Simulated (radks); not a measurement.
**Polarisabilities and dispersion coefficients of Ga³⁺, Kr⁺, Co³⁺ and others**

Aim: static dipole polarisabilities and C6 coefficients, each species in its NIST ground configuration. After each ground state the linear response is solved; its values go to the run's result record, not to the log. Response by self-consistent Sternheimer equations with the Hartree and adiabatic LDA kernel.

Method: non-relativistic Kohn-Sham, LDA (Slater exchange, VWN5 correlation), spin-polarised, spherical densities, point nucleus; open shells are filled with parallel spins first. Code: radks (a radial shooting solver on a logarithmic mesh, Libxc functionals) version 1.

## Step 1: What is computed

* species: Ga³⁺ ([Ar] 3d10), Kr⁺ ([Ar] 3d10 4s2 4p5), Co³⁺ ([Ar] 3d6), Cd²⁺ ([Kr] 4d10), Li⁺ ([He]), Cr ([Ar] 3d5 4s1), Ar²⁺ ([Ne] 3s2 3p4), Ag ([Kr] 4d10 5s1), N ([He] 2s2 2p3)

## Step 2: Ga³⁺, [Ar] 3d10

The run's settings:

```text
Z 31
configuration [Ar] 3d10
relativity non-relativistic
functional lda,vwn5
spin polarised
nucleus point
response adiabatic LDA kernel
```

## Step 3: Kr⁺, [Ar] 3d10 4s2 4p5

Input: that of step 2 with these lines changed.

```diff
@@ -1,3 +1,3 @@
-Z 31
-configuration [Ar] 3d10
+Z 36
+configuration [Ar] 3d10 4s2 4p5
 relativity non-relativistic
```

## Step 4: Co³⁺, [Ar] 3d6

The run's settings:

```text
Z 27
configuration [Ar] 3d6
relativity non-relativistic
functional lda,vwn5
spin polarised
nucleus point
response adiabatic LDA kernel
```

## Step 5: Cd²⁺, [Kr] 4d10

Input: that of step 4 with these lines changed.

```diff
@@ -1,3 +1,3 @@
-Z 27
-configuration [Ar] 3d6
+Z 48
+configuration [Kr] 4d10
 relativity non-relativistic
```

## Step 6: Li⁺, [He]

Input: that of step 5 with these lines changed.

```diff
@@ -1,3 +1,3 @@
-Z 48
-configuration [Kr] 4d10
+Z 3
+configuration [He]
 relativity non-relativistic
```

## Step 7: Cr, [Ar] 3d5 4s1

Input: that of step 6 with these lines changed.

```diff
@@ -1,3 +1,3 @@
-Z 3
-configuration [He]
+Z 24
+configuration [Ar] 3d5 4s1
 relativity non-relativistic
```

## Step 8: Ar²⁺, [Ne] 3s2 3p4

The run's settings:

```text
Z 18
configuration [Ne] 3s2 3p4
relativity non-relativistic
functional lda,vwn5
spin polarised
nucleus point
response adiabatic LDA kernel
```

## Step 9: Ag, [Kr] 4d10 5s1

The run's settings:

```text
Z 47
configuration [Kr] 4d10 5s1
relativity non-relativistic
functional lda,vwn5
spin polarised
nucleus point
response adiabatic LDA kernel
```

## Step 10: N, [He] 2s2 2p3

The run's settings:

```text
Z 7
configuration [He] 2s2 2p3
relativity non-relativistic
functional lda,vwn5
spin polarised
nucleus point
response adiabatic LDA kernel
```

What does the calculation give? Wanted: for each run, species; −ε(HOMO); α; α uncoupled; C6; C8; recommended α.

The runs gave:

```csv
species,−ε(HOMO) (eV),α (bohr³),α uncoupled (bohr³),C6 (hartree bohr⁶),C8 (hartree bohr⁸),recommended α (bohr³)
Ga³⁺,53.223,1.444,1.771,3.225,27.27,-
Kr⁺,19.303,11.00,17.26,68.10,-,-
Co³⁺,43.121,1.837,2.264,4.436,-,-
Cd²⁺,31.123,5.372,8.085,27.10,416.5,-
Li⁺,59.600,0.2150,0.2298,0.09114,0.3328,-
Cr,3.983,68.26,106.2,561.1,-,83
Ar²⁺,34.230,4.838,7.844,16.96,-,-
Ag,4.554,53.66,82.53,422.8,22359,55
N,8.404,8.185,10.18,27.98,-,7.4
```

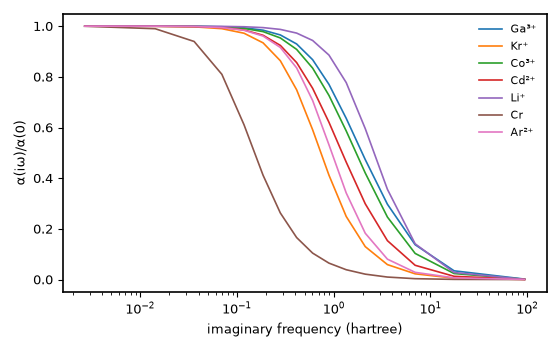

Polarisability at imaginary frequency, each scaled by its static value.

What this shows: Uncoupled leaves out the potential induced by the response; C6 and C8 are for like pairs. Cr is the most polarisable and Li⁺ the least, a factor 318 apart. For the pair Cr–Li⁺ the Casimir-Polder integral gives C6 = 4.023, the rule 2·Ca·Cb/(Ca·αb/αa + Cb·αa/αb) on the like-pair values 3.331. Against the recommended values (Schwerdtfeger and Nagle, 2023 table) the misses are Cr -18 %, Ag -2 %, N +11 %. C8 is given only where no p, d or f shell is open. For heavy and open-shell atoms this level can miss by tens of per cent.
